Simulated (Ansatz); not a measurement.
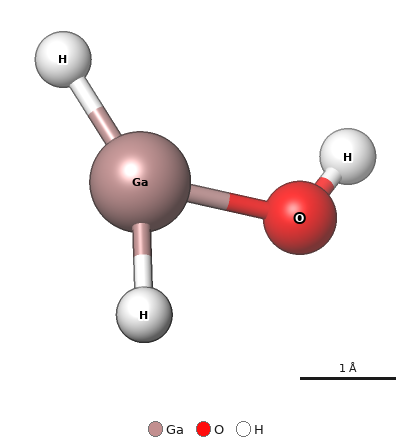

*The structure as given in the input (ball-and-stick view, seen at a tilt). Sticks mark near contacts.*

GaH$_{3}$O: geometry relaxation

- system: GaH$_{3}$O
- method: RKS PBE/def2-TZVP (Ansatz 0.2.0)

It belongs to a series of runs on one base structure; here: end point A relaxed.

## Output
```
The last accepted step is kept in [file] (removed where the run ends without a failure and the disk answers)
Engine: ansatz 0.2.0, x86_64-unknown-linux-gnu
Functional definition: PBE
  parameter kappa = 0.804
  parameter beta = 0.06672455060314922
  exchange = pbe_x(kappa = kappa, mu = beta*pi^2/3)
  correlation = pbe_c(beta = beta)
651 factors; their error is unknown
mean field evaluation 1: about -54455.6335 eV, gradient 7.6e1 eV
mean field evaluation 2: about -54347.0899 eV, gradient 2.0e2 eV
mean field evaluation 4: about -54463.9907 eV, gradient 2.4e1 eV
mean field evaluation 8: about -54464.5507 eV, gradient 1.5e-1 eV
mean field evaluation 16: about -54464.5375 eV, gradient 9.6e-5 eV
mean field -54464.53754153 eV, -2001.5348372617 hartree, gradient 1.5e-5 eV, S^2 0.000000; 0 other end points of the search recorded, 0 dependent functions left out
the calculation of the forces begins
reference -54464.53757588 eV, -2001.5348385240 hartree; 21, 21 occupied and 76, 76 virtual orbitals, 651 factors
relax step   1: F+E_penalty+E_count = -54464.53754153 eV  Δ(F+E_penalty+E_count) = +0.000e0 eV  max|allowed force component| = 1.217e0 eV/Å  Δτ_max = 0.0000 Å  (26 SCF iters, accepted)
these checks for a lower state are left out or cut short: starts, cluster_reference, orbital_swaps, neighbouring_geometries, increment
651 factors; their error is unknown
mean field -54464.80495315 eV, -2001.5446644575 hartree, gradient 1.0e-5 eV, S^2 0.000000; 0 other end points of the search recorded, 0 dependent functions left out
the calculation of the forces begins
reference -54464.80498804 eV, -2001.5446657398 hartree; 21, 21 occupied and 76, 76 virtual orbitals, 651 factors
relax step   2: F+E_penalty+E_count = -54464.80495315 eV  Δ(F+E_penalty+E_count) = -2.674e-1 eV  max|allowed force component| = 5.143e-1 eV/Å  Δτ_max = 0.1967 Å  (28 SCF iters, accepted)
these checks for a lower state are left out or cut short: starts, cluster_reference, orbital_swaps, neighbouring_geometries, increment
651 factors; their error is unknown
mean field evaluation 32: about -54464.8976 eV, gradient 1.0e-5 eV
mean field -54464.89759233 eV, -2001.5480688845 hartree, gradient 1.0e-5 eV, S^2 0.000000; 0 other end points of the search recorded, 0 dependent functions left out
the calculation of the forces begins
reference -54464.89762767 eV, -2001.5480701833 hartree; 21, 21 occupied and 76, 76 virtual orbitals, 651 factors
relax step   3: F+E_penalty+E_count = -54464.89759233 eV  Δ(F+E_penalty+E_count) = -9.264e-2 eV  max|allowed force component| = 3.318e-1 eV/Å  Δτ_max = 0.1763 Å  (27 SCF iters, accepted)
these checks for a lower state are left out or cut short: starts, cluster_reference, orbital_swaps, neighbouring_geometries, increment
651 factors; their error is unknown
mean field -54464.91319305 eV, -2001.5486422006 hartree, gradient 1.1e-5 eV, S^2 0.000000; 0 other end points of the search recorded, 0 dependent functions left out
the calculation of the forces begins
reference -54464.91322832 eV, -2001.5486434966 hartree; 21, 21 occupied and 76, 76 virtual orbitals, 651 factors
relax step   4: F+E_penalty+E_count = -54464.91319305 eV  Δ(F+E_penalty+E_count) = -1.560e-2 eV  max|allowed force component| = 2.494e-1 eV/Å  Δτ_max = 0.0856 Å  (28 SCF iters, accepted)
these checks for a lower state are left out or cut short: starts, cluster_reference, orbital_swaps, neighbouring_geometries, increment
651 factors; their error is unknown
mean field -54464.92184040 eV, -2001.5489599846 hartree, gradient 1.0e-5 eV, S^2 0.000000; 0 other end points of the search recorded, 0 dependent functions left out
the calculation of the forces begins
reference -54464.92187574 eV, -2001.5489612836 hartree; 21, 21 occupied and 76, 76 virtual orbitals, 651 factors
relax step   5: F+E_penalty+E_count = -54464.92184040 eV  Δ(F+E_penalty+E_count) = -8.647e-3 eV  max|allowed force component| = 3.909e-2 eV/Å  Δτ_max = 0.0403 Å  (28 SCF iters, accepted)
these checks for a lower state are left out or cut short: starts, cluster_reference, orbital_swaps, neighbouring_geometries, increment
651 factors; their error is unknown
mean field -54464.92204509 eV, -2001.5489675068 hartree, gradient 1.0e-5 eV, S^2 0.000000; 0 other end points of the search recorded, 0 dependent functions left out
the calculation of the forces begins
reference -54464.92208044 eV, -2001.5489688059 hartree; 21, 21 occupied and 76, 76 virtual orbitals, 651 factors
relax step   6: F+E_penalty+E_count = -54464.92204509 eV  Δ(F+E_penalty+E_count) = -2.047e-4 eV  max|allowed force component| = 2.394e-2 eV/Å  Δτ_max = 0.0105 Å  (28 SCF iters, accepted)
651 factors; their error is unknown
mean field evaluation 64: about -54464.9220 eV, gradient 1.9e-1 eV
```

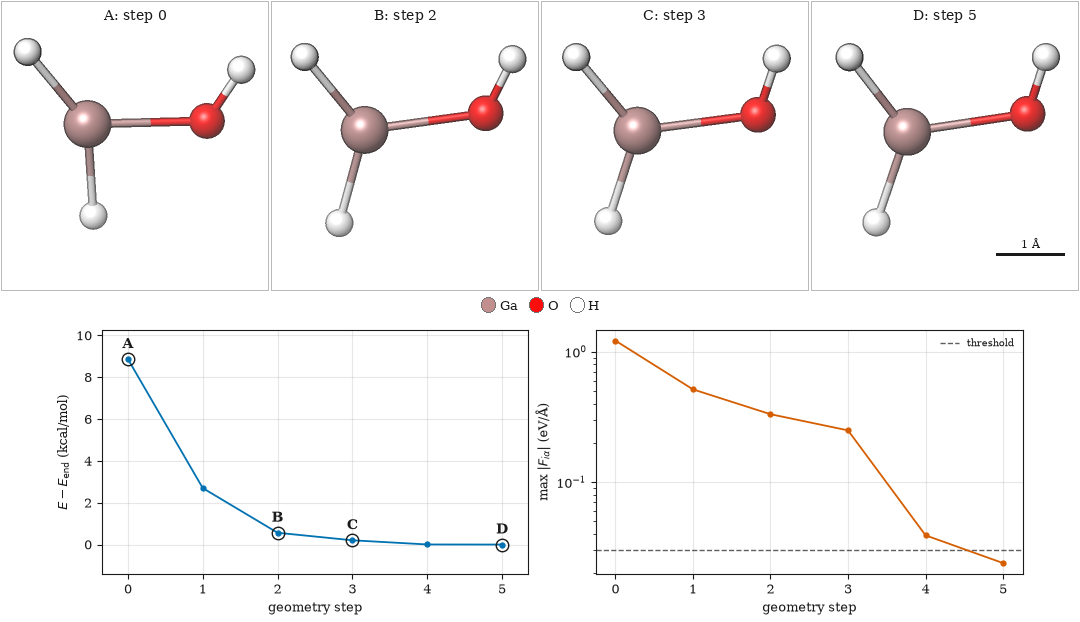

*Frames of the relaxation (ball-and-stick view, seen at a tilt) above the curves, on which the letters mark them (the first geometry is step 0 here and step 1 in the log).*

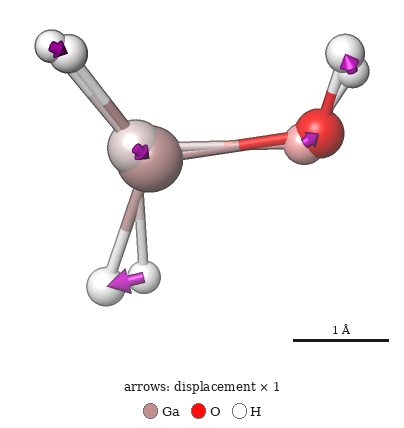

*Start (faint) and end (solid) with the displacements as pink arrows, at true length (ball-and-stick view, seen at a tilt). The two geometries are laid on each other by the best rigid fit.*

The largest move after the best rigid fit is that of H4, 0.41 Å. By element the largest moves are H 0.41 Å, Ga 0.20 Å, O 0.19 Å. Distances before and after: Ga1–O2 1.789 → 1.810 Å, Ga1–H5 1.559 → 1.574 Å, Ga1–H4 1.553 → 1.563 Å. Among the angles that change: O2–Ga1–H4 84.5° → 113.0°, H4–Ga1–H5 148.2° → 129.6°, O2–Ga1–H5 127.3° → 117.4°. The energy falls by 8.87 kcal/mol in 5 geometry steps. The largest force component goes from 1.2 to 0.024 eV/Å. (Atoms are counted from 1 in the order of the input.)

```
mean field -54464.92204509 eV, -2001.5489675068 hartree, gradient 5.7e-5 eV, S^2 0.000000; 1 other end points of the search recorded, 0 dependent functions left out
the calculation of the forces begins
reference -54464.92208044 eV, -2001.5489688059 hartree; 21, 21 occupied and 76, 76 virtual orbitals, 651 factors
Total energy: -54464.92208044 eV, -2001.5489688059 hartree
Atom 0 at     0.487892    -0.000486     0.016594 Å, force    -0.011715    -0.007638    -0.013218 eV/Å
Atom 1 at     0.794785    -0.160169     1.792819 Å, force    -0.006663     0.006160     0.023943 eV/Å
Atom 2 at    -0.028102    -0.234731     2.304314 Å, force     0.011008    -0.003992    -0.011929 eV/Å
Atom 3 at     1.801469     0.132108    -0.820866 Å, force     0.006634     0.001280    -0.001515 eV/Å
Atom 4 at    -1.010744    -0.018122    -0.464460 Å, force     0.000736     0.004190     0.002718 eV/Å
Dipole moment:    -0.285776     0.000864    -0.093079 e Å
```

## Trajectory as extended XYZ (Å, eV, eV/Å), 6 frames, from step=1 to step=6
```
5
Properties=species:S:1:pos:R:3:forces:R:3 step=1 energy=-54464.53754
Ga    0.3117    0.0006   -0.0862    0.4970   0.0315  -0.0910
O     0.8604   -0.1366    1.6116   -0.5781  -0.1383   1.2165
H     0.2030   -0.2300    2.3235    0.0000  -0.0006   0.0013
H     1.8272    0.0940   -0.4126    0.0804   0.1074  -1.1160
H    -1.1570   -0.0095   -0.6080    0.0006   0.0001  -0.0109
5
Properties=species:S:1:pos:R:3:forces:R:3 step=2 energy=-54464.80495
Ga    0.3727    0.0006   -0.0541    0.5143  -0.0018   0.2426
O     0.8122   -0.1464    1.6950   -0.1634  -0.0321   0.2739
H     0.1230   -0.2379    2.3719   -0.1332   0.0038  -0.1020
H     1.8440    0.1129   -0.6077   -0.2860   0.0279  -0.4221
H    -1.1066   -0.0105   -0.5768    0.0683   0.0021   0.0075
5
Properties=species:S:1:pos:R:3:forces:R:3 step=3 energy=-54464.89759
Ga    0.4439   -0.0006   -0.0116    0.3318  -0.0033   0.1868
O     0.7787   -0.1542    1.7683    0.0630   0.0071  -0.0545
H     0.0344   -0.2433    2.3867   -0.0721   0.0197  -0.2371
H     1.8275    0.1286   -0.7825   -0.3297  -0.0223   0.0929
H    -1.0391   -0.0119   -0.5325    0.0070  -0.0012   0.0118
5
Properties=species:S:1:pos:R:3:forces:R:3 step=4 energy=-54464.91319
Ga    0.4697   -0.0027    0.0247   -0.1513  -0.0001  -0.1077
O     0.8131   -0.1590    1.7946    0.1110   0.0267  -0.1818
H    -0.0003   -0.2344    2.3089   -0.2494  -0.0352   0.2328
H     1.7908    0.1287   -0.7882    0.0936   0.0133  -0.1056
H    -1.0280   -0.0140   -0.5116    0.1961  -0.0048   0.1623
5
Properties=species:S:1:pos:R:3:forces:R:3 step=5 energy=-54464.92184
Ga    0.4845   -0.0019    0.0160   -0.0391   0.0044  -0.0032
O     0.7957   -0.1531    1.7924   -0.0113  -0.0086   0.0188
H    -0.0218   -0.2407    2.3103    0.0044   0.0062  -0.0192
H     1.7999    0.1299   -0.8160    0.0244   0.0023  -0.0182
H    -1.0130   -0.0155   -0.4743    0.0216  -0.0042   0.0218
5
Properties=species:S:1:pos:R:3:forces:R:3 step=6 energy=-54464.92204
Ga    0.4879   -0.0005    0.0166   -0.0117  -0.0076  -0.0132
O     0.7948   -0.1602    1.7928   -0.0067   0.0062   0.0239
H    -0.0281   -0.2347    2.3043    0.0110  -0.0040  -0.0119
H     1.8015    0.1321   -0.8209    0.0066   0.0013  -0.0015
H    -1.0107   -0.0181   -0.4645    0.0007   0.0042   0.0027
```

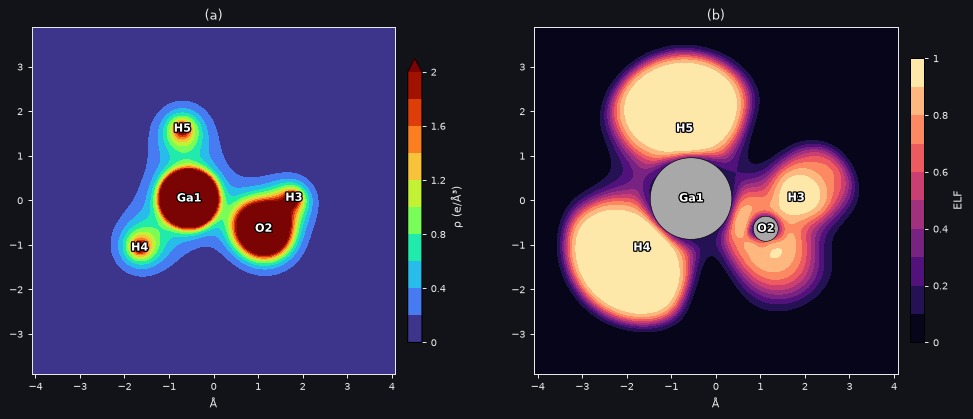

*(a) total electron density; (b) electron localisation function on the molecular plane. Grey discs, where drawn, cover atomic cores.*

Atoms in the plane: Ga, O and H. Ga–O (1.81 Å): ρ at the midpoint is about 0.86 e/Å³; the ELF peaks at about 0.90 in the valence shell of O, 0.6 Å from its nucleus, and is about 0.20 at the midpoint. O–H (0.97 Å): ρ is about 3.7 e/Å³ halfway, with its minimum of 2.3 e/Å³ about 0.8 Å from O; the ELF climbs to about 1 towards the hydrogen, as it does in any bond to H (a covalent bond by its length). Ga–H (1.56 Å): ρ is about 1 e/Å³ halfway, with its minimum of 0.78 e/Å³ about 0.9 Å from Ga; the ELF climbs to about 1 towards the hydrogen.

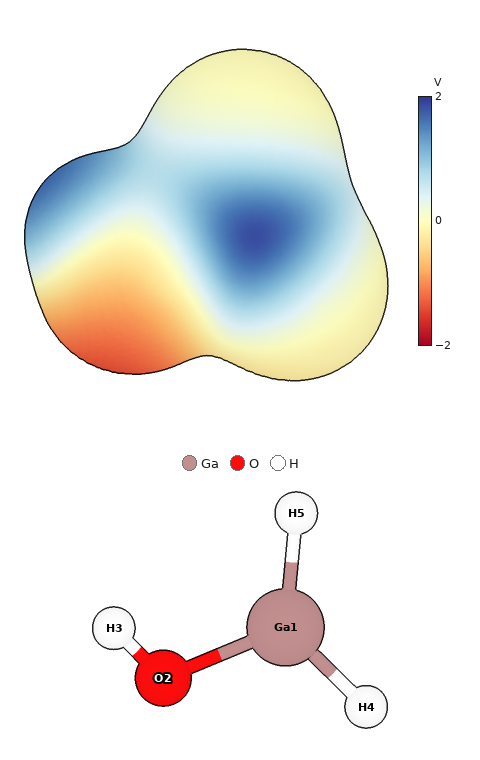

*The molecular electrostatic potential painted on the density surface at 0.001 e/bohr³, seen face on; the colour scale runs from red (negative) to blue (positive). The bare structure is drawn below in the same view.*

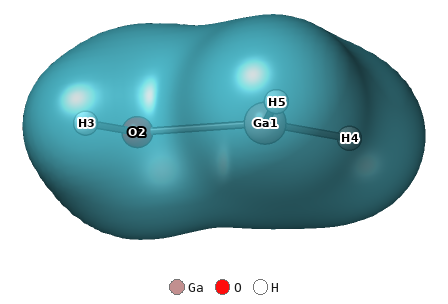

*Isosurface of the electron density at 0.05 e/Å³ (cyan), seen from the side.*

At this value the surface is in one piece. On the grid the lowest density along these lines, outside the cores, is 0.86 e/Å³ (Ga–O, 1.81 Å), 2.3 e/Å³ (O–H, 0.97 Å) and 0.78 e/Å³ (Ga–H, 1.56 Å).

This output came from the following input.

## Input file
```yaml
crystal:
  periodic: [false, false, false]
  atoms:
    - { symbol: Ga, position_ang: [0.311733, 0.000618, -0.086183] }
    - { symbol: O, position_ang: [0.860371, -0.136578, 1.611603] }
    - { symbol: H, position_ang: [0.202978, -0.230012, 2.32354] }
    - { symbol: H, position_ang: [1.827181, 0.094039, -0.412558] }
    - { symbol: H, position_ang: [-1.156963, -0.009467, -0.608001] }
basis:
  gaussian: { orbitals: def2-TZVP }
hamiltonian:
  xc: pbe
relax:
  f_tol: 0.03
  max_steps: 50
output:
  orbitals: {}
```

Command:
```bash
ansatz run input.yaml --threads 2 --pin off --max-ram 3072MiB --backend cpu --events-out ev --progress --plain --runs-dir out
```

## Key numbers

```csv
quantity,value
outcome,converged
total energy,−54464.9221 eV
mean-field energy,−54464.9221 eV
largest force (length of the vector) at the end,0.026 eV/Å
hardware,"2 threads of AMD EPYC (Zen 5), 32 GiB of memory available, shared host"
wall time,2.8 s (CPU time 5 s)
peak memory,0.16 GiB
```
